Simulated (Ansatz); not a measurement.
Three curves of one kind of scan: energy against volume (even scaling of the relaxed cell, symmetry kept). Calculation: r2SCAN (plane waves to 500 eV, PAW, scalar-relativistic; Ansatz, a first-principles code). Each is measured from its own zero (the relaxed starting cell). 

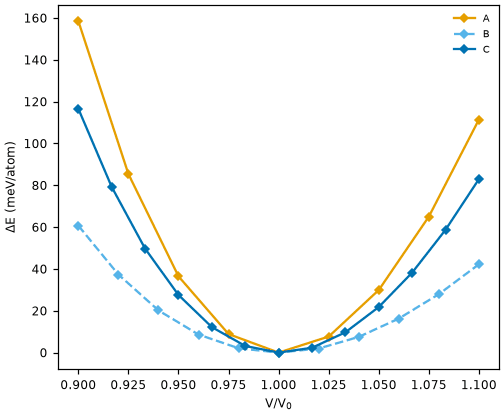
Fig. 1. Curves A, B and C.

Problem. Match the curves to these crystals:
- SrO (rock salt), a = b = c = 5.160 Å, α = β = γ = 90.00°
- Nb (bcc, W type), a = b = c = 3.3027 Å, α = β = γ = 90.00°
- Mo (bcc, W type), a = 3.151 Å, b = 3.151 Å, c = 3.151 Å, α = 90.00°, β = 90.00°, γ = 90.00°

Solution. A is Mo; B is SrO; C is Nb.

All were relaxed with their symmetry unable to fall. Mo is run without spin polarisation. Nb is run without spin polarisation.

(A scan under strain: stresses follow from slopes of the energy per volume, elastic moduli from its curvatures.)
